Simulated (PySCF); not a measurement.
**Single-point calculation, with input and output: HBr**

- system: HBr
- method: wB97X-V/def2-TZVP, RKS (PySCF 2.14.0)

The geometry comes from this level: PBE0-D4/def2-TZVP.

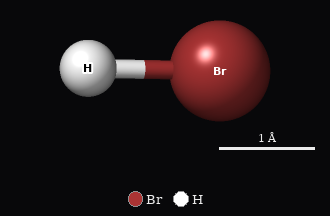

*The structure as given in the input (ball-and-stick view, seen at a tilt).*

Bond lengths as drawn: Br–H 1.42 Å.

**Input (job.py)**
```python
from pyscf import gto, dft

molecule = gto.M(
    atom='''
Br    -1.139921     0.411885    -0.576461
H      1.139921    -0.411885     0.576461
''',
    max_memory=1860,
    basis='def2-tzvp',
    verbose=3,
    unit='bohr',
)

mf = dft.RKS(molecule, xc='wb97x-v')
mf.grids.level = 4
mf.conv_tol = 1e-10
mf.nlcgrids.level = 1
mf.kernel()
if not mf.converged:
    mf = mf.newton().run(mf.mo_coeff, mf.mo_occ)

energy = mf.e_tot
print(f'total energy: {energy:.8f} hartree')
```

Command:
```bash
OMP_NUM_THREADS=1 python job.py
```

**Output**
```
converged SCF energy = -2574.52066050133
total energy: -2574.52066050 hartree
```

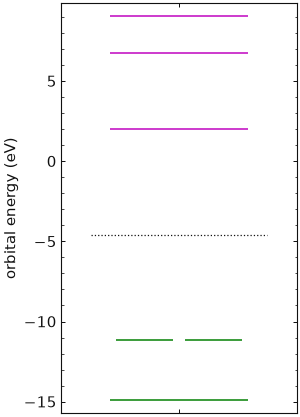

*Orbital energies near the frontier; the dotted line parts filled from empty levels, and levels within 0.02 eV of each other stand side by side.*

Highest filled −11.17 eV, lowest empty 1.99 eV, 13.16 eV apart.

**Summary**

| quantity | value |
| --- | --- |
| outcome | converged |
| total energy | −2574.520661 hartree |
| basis functions | 54 |
| HOMO | −11.17 eV |
| LUMO | 1.98 eV |
| dipole moment | 0.96 D |
| hardware | 1 thread of Arm Neoverse V2, 24 GiB of memory available, shared host |
| wall time | 6.9 s |
| peak memory | 0.22 GiB |
